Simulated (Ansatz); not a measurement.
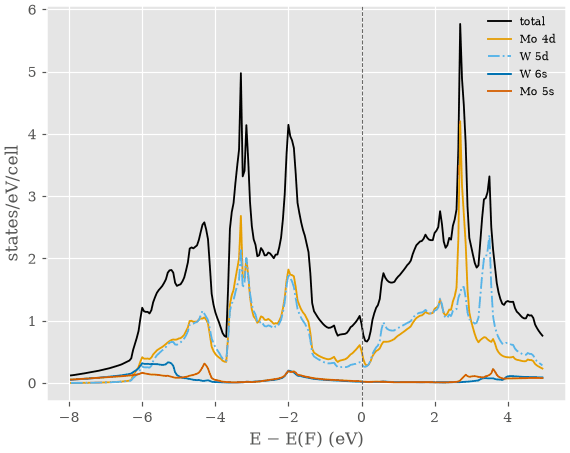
Total and projected density of states of MoW (CsCl type, Pm-3m), the program Ansatz at the r²SCAN level (PAW)

**Question.** Which orbitals carry the states next to the Fermi level?

**Answer.** Within 0.5 eV of the Fermi level: Mo 4d 48 %, W 5d 38 %, outside the projected shells 8 %. Projections are on Löwdin-orthogonalised atomic valence shells; empty p or d shells of many metals are not among them.

**Question.** Where is the tallest occupied peak in this window, and what makes it?

**Answer.** Near -3.3 eV, about 5.0 states/eV per cell; the largest projected share is Mo 4d.

The start of the workflow was typed in or built on a structure type; neither database checked (COD, Materials Project) lists it. Whether it is the stable phase at ambient conditions was not checked. The r²SCAN relaxation kept the symmetry of its start; its stability against distortions is not shown here. The run is not spin-polarised. Spin–orbit coupling is left out wherever it is not named.

Potentials: the later of the program's two PAW sets.
